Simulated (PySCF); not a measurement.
C2H7Cl3Si2, SMILES Cl[SiH2]CC[SiH](Cl)Cl, B3LYP/def2-SVP optimised geometry. Atoms within 1.6 Å of the plane z = 0.8 Å (x, y, z in Å): C3 (-1.91, -1.02, 1.57), C4 (-0.37, -0.93, 1.48), Si5 (0.25, 0.05, 0.00), Cl7 (2.33, 0.05, 0.00), H10 (-2.33, -1.46, 0.65), H11 (-2.36, -0.01, 1.66), H12 (0.05, -0.45, 2.38), H13 (0.07, -1.93, 1.42), H14 (-0.21, 1.46, 0.00).

Computed with B3LYP/def2-TZVP run with PySCF.

Map of the deformation density (molecule minus spherical neutral atoms) (e/bohr³) on the plane z = 0.8 Å:

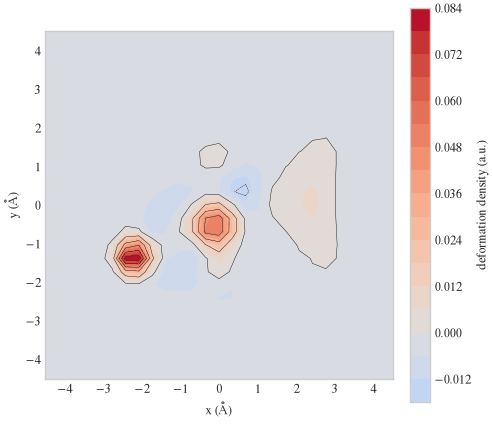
Fig. 1. Deformation density (molecule minus spherical neutral atoms) (e/bohr³) on the plane z = 0.8 Å.
